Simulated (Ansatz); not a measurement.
# C2H4FGa (SMILES C=[CH][GaH][F]): wB97X/cc-pVDZ

What is the vertical singlet–triplet gap of C2H4FGa at wB97X/cc-pVDZ? 

Program for the calculation: Ansatz 0.2.0.

67 further runs of the same task are left out: 2 that didn't finish, 65 set aside as unsound or not needed.

### 1 The molecule

C2H4FGa: 8 atoms, total charge 0, spin state singlet. As SMILES, `C=[CH][GaH][F]`. The shape is that of a PBE0-D4/def2-TZVP optimisation. This is one conformer, not always the lowest.

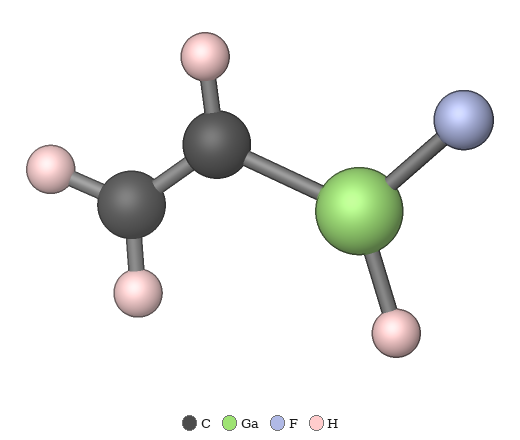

The structure, seen from a chosen angle (carbon dark grey, gallium green, fluorine light blue, hydrogen pink).

### 2 The energy at wB97X/cc-pVDZ

File job.yaml:

```yaml
crystal:
  periodic: [false, false, false]
  atoms:
    - {symbol: C, position_ang: [-0.837100, 1.175400, 0.060900]}
    - {symbol: C, position_ang: [0.342600, 0.569500, -0.065000]}
    - {symbol: Ga, position_ang: [0.481700, -1.360200, -0.007600]}
    - {symbol: F, position_ang: [2.110500, -2.006100, -0.199600]}
    - {symbol: H, position_ang: [-1.762100, 0.620500, 0.200100]}
    - {symbol: H, position_ang: [-0.941100, 2.257800, 0.031600]}
    - {symbol: H, position_ang: [1.232300, 1.179600, -0.202300]}
    - {symbol: H, position_ang: [-0.626900, -2.436700, 0.182000]}
basis:
  gaussian: {orbitals: cc-pVDZ}
hamiltonian: {xc: {name: wB97X}}
accuracy: high
output: {orbitals: {seedname: orbitals}}
```

Run with:

```sh
ansatz run job.yaml --threads 1 --pin off --max-ram 3480MiB --events-out events.jsonl --progress --plain --runs-dir runs
```

The program printed:

```text
Warning: RAYON_NUM_THREADS=1 ignored (pool sized by the plan → 1); use --threads N
Functional definition: wB97X
  name "wB97X"
  parameter omega = 0.3/bohr
  parameter cx = 0.157706
  parameter cx1 = 0.726479
  parameter cx2 = 1.04760
  parameter cx3 = -5.70635
  parameter cx4 = 13.2794
  parameter css1 = -4.33879
  parameter css2 = 18.2308
  parameter css3 = -31.7430
  parameter css4 = 17.2901
  parameter cos1 = 2.37031
  parameter cos2 = -11.3995
  parameter cos3 = 6.58405
  parameter cos4 = -3.78132
  exchange = spin_sum(e_x_unif_sr(omega)*poly(b97_u_x, 1 - cx, cx1, cx2, cx3, cx4)) + cx*exact_x_sr(omega)
      + exact_x_lr(omega)
  correlation = spin_sum(e_c_pw_same_spin*poly(b97_u_same, 1, css1, css2, css3, css4))
      + integral(e_c_pw_opposite_spin*poly(b97_u_opposite, 1, cos1, cos2, cos3, cos4))
2037 factors; integrals over basis functions are off by at most 4.6e-9 eV
375 factors; integrals over basis functions are off by at most 2.3e-9 eV
mean field evaluation 1: about -57229.5358 eV, gradient 4.4e1 eV
mean field evaluation 2: about -57229.6245 eV, gradient 5.0e1 eV
mean field evaluation 4: about -57233.5778 eV, gradient 1.5e0 eV
mean field evaluation 8: about -57233.6661 eV, gradient 1.0e-1 eV
mean field evaluation 16: about -57233.6661 eV, gradient 2.5e-5 eV
mean field -57233.66609302 eV, -2103.2984345461 hartree, gradient 2.7e-8 eV, S^2 0.000000; 0 other end points of the search recorded, 0 dependent functions left out
reference -57233.66608952 eV, -2103.2984344178 hartree; 28, 28 occupied and 61, 61 virtual orbitals, 2037 factors
Total energy: -57233.66608952 eV, -2103.2984344178 hartree
```

Wall time 34 s (1 thread of Arm Neoverse V1, shared host); peak memory 0.54 GiB.

### 3 The triplet at the same level

File input.yaml:

```yaml
crystal:
  periodic: [false, false, false]
  atoms:
    - {symbol: C, position_ang: [-0.837100, 1.175400, 0.060900]}
    - {symbol: C, position_ang: [0.342600, 0.569500, -0.065000]}
    - {symbol: Ga, position_ang: [0.481700, -1.360200, -0.007600]}
    - {symbol: F, position_ang: [2.110500, -2.006100, -0.199600]}
    - {symbol: H, position_ang: [-1.762100, 0.620500, 0.200100]}
    - {symbol: H, position_ang: [-0.941100, 2.257800, 0.031600]}
    - {symbol: H, position_ang: [1.232300, 1.179600, -0.202300]}
    - {symbol: H, position_ang: [-0.626900, -2.436700, 0.182000]}
basis:
  gaussian:
    orbitals: cc-pVDZ
magnetization:
  spin_polarized: true
  initial_magnetization: 2
hamiltonian:
  xc: {name: wB97X}
accuracy: high
output:
  orbitals: {seedname: orbitals}
```

Run with:

```sh
ansatz run input.yaml --threads 1 --pin off --max-ram 3480MiB --events-out events.jsonl --progress --plain --runs-dir runs
```

The program printed, shortened:

```text
Warning: RAYON_NUM_THREADS=1 ignored (pool sized by the plan → 1); use --threads N
Functional definition: wB97X
  name "wB97X"
[...]
      + exact_x_lr(omega)
[...]
      + integral(e_c_pw_opposite_spin*poly(b97_u_opposite, 1, cos1, cos2, cos3, cos4))
2037 factors; integrals over basis functions are off by at most 4.6e-9 eV
375 factors; integrals over basis functions are off by at most 2.3e-9 eV
[...]
mean field -57229.41458353 eV, -2103.1421944544 hartree, gradient 1.8e-8 eV, S^2 2.006358; 2 other end points of the search recorded, 0 dependent functions left out
reference -57229.41458029 eV, -2103.1421943352 hartree; 29, 27 occupied and 60, 62 virtual orbitals, 2037 factors
Total energy: -57229.41458029 eV, -2103.1421943352 hartree
```

Wall time 91 s (1 thread of Arm Neoverse V1, shared host); peak memory 0.92 GiB.

### 4 Summary of results

Level: wB97X/cc-pVDZ.

| quantity | value |
| --- | --- |
| singlet: total energy | -2103.29843 Eh |
| singlet: HOMO energy | -10.68 eV |
| singlet: LUMO energy | 0.48 eV |
| singlet: HOMO–LUMO gap | 11.16 eV |
| triplet: total energy | -2103.14219 Eh |
| triplet: HOMO energy (highest over α and β) | -6.42 eV |
| triplet: LUMO energy (lowest over α and β) | -3.09 eV |
| triplet: ⟨S²⟩ | 2.006 |
| vertical energy of the triplet above the singlet | 4.252 eV |

What this shows: At this shape the triplet lies 4.25 eV (98 kcal/mol) above the singlet.
